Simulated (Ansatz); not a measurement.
The starting structures come from a database of crystals and need not be the phases stable at ambient conditions.

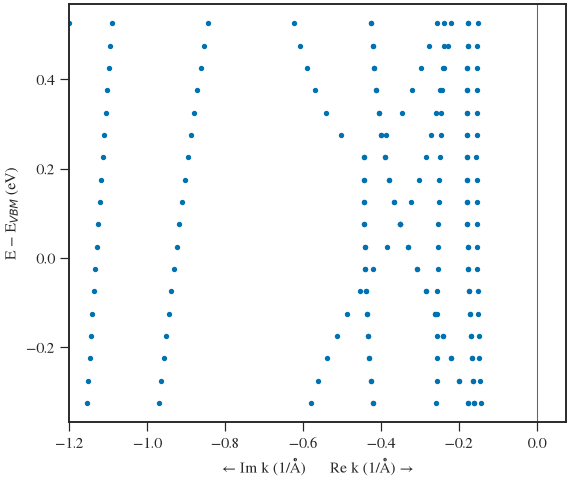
Figure. Complex bands at the centre of the two-dimensional zone; PBEsol (Ansatz, a first-principles code)

The gap is the functional's own, uncorrected, and κ follows it; spin-orbit coupling is left out. Mid-gap values are interpolated between the computed energies.

Problem. This is TlGaTe2 (I4/mcm, not sure to be the ambient phase, 8 atoms a cell, 30.0 Å³ an atom) along the normal of (110). Read off the slowest decay at the centre of the two-dimensional zone at 0.12 eV, the computed energy nearest the middle of the gap.

Solution. κ ≈ 0.15 1/Å, a decay length 1/(2κ) of the density of 3.2 Å.
